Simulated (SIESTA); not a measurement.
Convergence test for YPO4 (I4_1/amd, 12 atoms in the cell)

```yaml
crystal:
  lattice:
    - [-3.44735, 3.44735, 3.01380]
    - [3.44735, -3.44735, 3.01380]
    - [3.44735, 3.44735, -3.01380]
  atoms:
    - { symbol: Y, position: [0.75000, 0.25000, 0.50000] }
    - { symbol: Y, position: [0.00000, 0.00000, 0.00000] }
    - { symbol: P, position: [0.50000, 0.50000, 0.00000] }
    - { symbol: P, position: [0.25000, 0.75000, 0.50000] }
    - { symbol: O, position: [0.16610, 0.34080, 0.82530] }
    - { symbol: O, position: [0.09080, 0.76550, 0.67470] }
    - { symbol: O, position: [0.51550, 0.34080, 0.17470] }
    - { symbol: O, position: [0.09080, 0.41610, 0.32530] }
    - { symbol: O, position: [0.58390, 0.90920, 0.67470] }
    - { symbol: O, position: [0.65920, 0.83390, 0.17470] }
    - { symbol: O, position: [0.23450, 0.90920, 0.32530] }
    - { symbol: O, position: [0.65920, 0.48450, 0.82530] }
```

Method of the run: LDA PW92, numerical atomic orbitals DZP, PseudoDojo LDA standard norm-conserving potentials (rewritten from UPF to PSML) run with SIESTA.

The starting cell comes from a database of published, mostly measured structures (it also holds non-ambient and calculated ones), without a prior relaxation at this level. Values carry the incompleteness of an atom-centred basis. In the base run, with a pressure of about -4 GPa the cell is away from its equilibrium volume at this level.

Held fixed: XC.functional = LDA; XC.authors = PW92; potentials = PseudoDojo LDA standard; PAO.BasisSize = DZP; PAO.EnergyShift = 0.01 Ry; kgrid.MonkhorstPack = 5 5 5; OccupationFunction = MP; OccupationMPOrder = 1; ElectronicTemperature = 136 meV; MaxSCFIterations = 150; SCF.Mixer.Method = Pulay; SCF.Mixer.Weight = 0.25; SCF.Mixer.History = 6; SCF.DM.Tolerance = 1.0E-05.

ΔF is the free energy per atom less that of the last row (800 Ry).

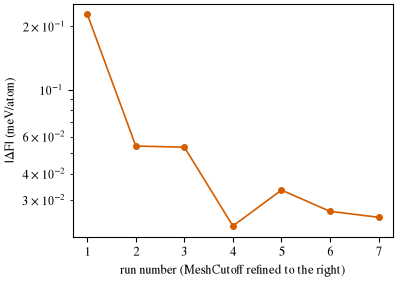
Fig. 1. Size of the energy error against the last run of the series; values under 0.01 meV/atom are drawn at 0.01.

```
MeshCutoff  ΔF (meV/atom)  pressure (GPa)  largest force (eV/Å)  gap on the mesh (eV)
----------  -------------  --------------  --------------------  --------------------
150 Ry              -0.23           -4.10                 0.862                 5.509
200 Ry              -0.05           -4.02                 0.874                 5.510
250 Ry               0.05           -4.03                 0.875                 5.509
300 Ry              -0.02           -3.98                 0.880                 5.510
350 Ry              -0.03           -4.00                 0.878                 5.510
400 Ry               0.03           -3.94                 0.883                 5.510
600 Ry              -0.02           -4.00                 0.878                 5.510
800 Ry               0.00           -3.98                 0.878                 5.510
```

Energy within 1 meV/atom of the last row: from MeshCutoff = 150 Ry on, the coarsest one.

The gap is read on the k-point mesh of the run and can differ from the gap over the whole zone at this level.

Left out of this page: 2 runs of the series unsound by tests on forces, stress, charge or solver warnings.
